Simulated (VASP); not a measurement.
Band structure of Be (hcp). All values below come from AM05 GGA, VASP's PBE PAW potentials (set 64) (plane waves; VASP).

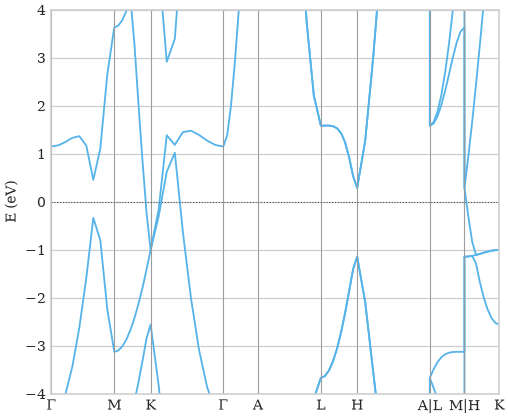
Figure. Bands along high-symmetry lines, zero at the valence-band maximum or, without a gap, the Fermi level

Read the plot: is there a gap, and where are the band edges?

It has no gap at this level: it comes out as a metal or semimetal. (Edges off the drawn lines would not show.)

The compound is Be in the hcp structure. It was relaxed first.
